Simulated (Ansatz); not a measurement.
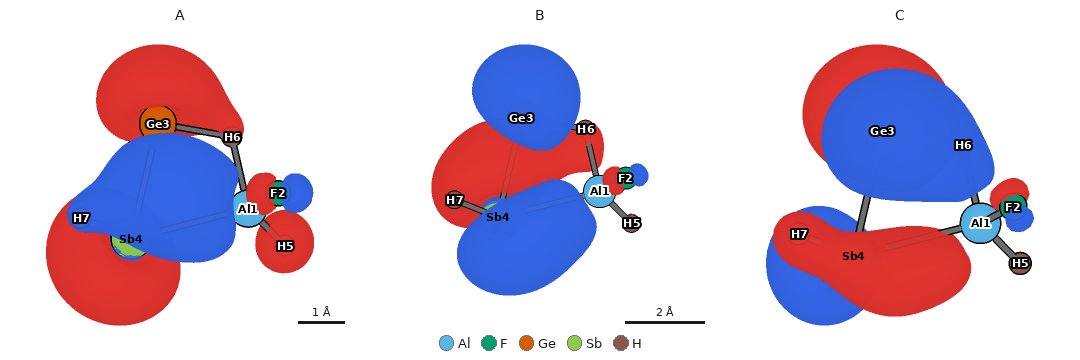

AlFGeH3Sb. Three frontier orbitals at ±0.08 Å⁻³ᐟ² (red and blue are the two phases), in no order.

Geometry: PBE-D3(BJ)/def2-SVP; core potentials replace the inner electrons of Sb.

Computed with isolated molecule in a Gaussian basis; Kohn-Sham density functional theory, functional PBE0 in Ansatz.

```xyz
7

Al   -2.5445    0.1656   -0.4336
F    -4.1864    0.4129   -0.7348
Ge   -2.2675    0.6920    2.2686
Sb   -0.8088    2.0223    0.5363
H    -1.6514   -0.7170   -1.4104
H    -2.3994   -0.6701    1.1869
H    -1.5335    3.3584    1.3677
```

> Order the three orbitals by energy and name them.

A is the HOMO−1 (−7.43 eV). It lies mainly on Sb4 (about 50 %), Ge3 (about 30 %) and Al1 (about 10 %). B is the HOMO (−6.69 eV). By Hirshfeld shares it lies mainly on Sb4 (about 50 %), Ge3 (about 35 %) and Al1 (about 10 %). C is the LUMO (−3.39 eV). Its weight (Hirshfeld) is mainly on Ge3 (about 60 %), Sb4 (about 25 %) and Al1 (about 10 %).

> What is the HOMO–LUMO gap?

3.30 eV between the orbital energies.
